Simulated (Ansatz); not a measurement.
# ClH3OSn···H2: what the fields show

| atom | x (Å) | y (Å) | z (Å) |
| --- | --- | --- | --- |
| Sn | 0.2200 | 0.0355 | -0.0322 |
| Cl | 0.2665 | -0.0420 | 2.3694 |
| H | 1.8407 | -0.1050 | -0.5771 |
| H | -0.6308 | 1.4661 | -0.4952 |
| O | -0.7928 | -1.6004 | -0.6225 |
| H | -1.2134 | -2.0185 | 0.1574 |
| H | -2.5415 | -0.0440 | 0.9727 |
| H | -2.1861 | 0.0749 | 1.5917 |

Core potentials replace the inner electrons of Sn; not at a stationary point (largest force 1.9 eV/Å).

Computed with RKS PBE/def2-SVP (Ansatz).

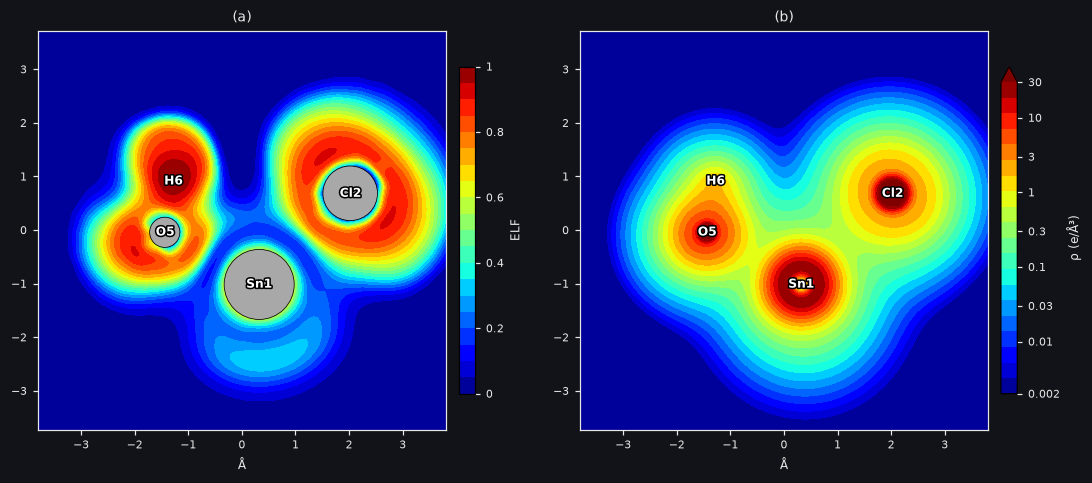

Figure 1. (a) ELF; (b) electron density on the plane of atoms Cl2, Sn1 and O5. Grey discs cover the atomic cores in the ELF map.

> What does the map show?

The section cuts through Sn, Cl, O and H sites.
Sn–O (2.01 Å): the density is about 0.69 e/Å³ at the midpoint; the ELF peaks at about 0.80 in the valence shell of O, 0.6 Å from its nucleus, and drops to about 0.15 between the two atoms.
Sn–Cl (2.40 Å): the density is about 0.49 e/Å³ at the midpoint; the ELF peaks at about 0.80 in the valence shell of Cl, 0.9 Å from its nucleus, and drops to about 0.15 between the two atoms.
O–H (0.98 Å): the density is about 3.5 e/Å³ at the midpoint; the ELF climbs to about 1 towards the hydrogen, as it does in any bond to H (a covalent bond by its length).
The ELF also peaks beside O5 and Cl2, away from the bonds: lone-pair regions.

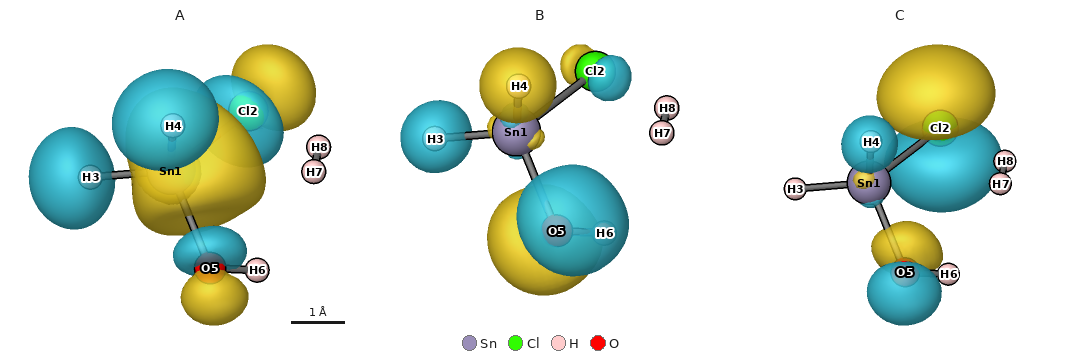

Figure 2. Three frontier orbitals at ±0.1 Å⁻³ᐟ² (yellow and cyan are the two phases), in no order.

> Which picture is the HOMO−1, the HOMO and the LUMO?

C is the HOMO−1 (−7.23 eV). Its weight (Hirshfeld) is mainly on Cl2 (about 75 %), O5 (about 15 %) and Sn1 (about 5 %); largely a lone pair of Cl2. B is the HOMO (−6.68 eV). It lies mainly on O5 (about 75 %) and Sn1 (about 10 %); largely a lone pair of O5. A is the LUMO (−1.98 eV). By Hirshfeld shares it lies mainly on Sn1 (about 40 %), Cl2 (about 20 %), O5 (about 15 %), H4 (about 10 %) and H3 (about 10 %).

> What is the HOMO–LUMO gap?

4.70 eV between the orbital energies.

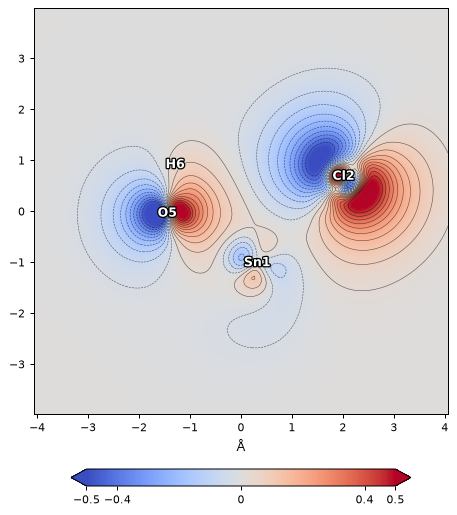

Figure 3. The HOMO−1 on the plane of atoms Cl2, Sn1 and O5 (values in Å⁻³ᐟ²; the overall sign is arbitrary).

> Describe this orbital and give its energy.

By Hirshfeld shares it lies mainly on Cl2 (about 75 %), O5 (about 15 %) and Sn1 (about 5 %); largely a lone pair of Cl2. Its energy is −7.23 eV.
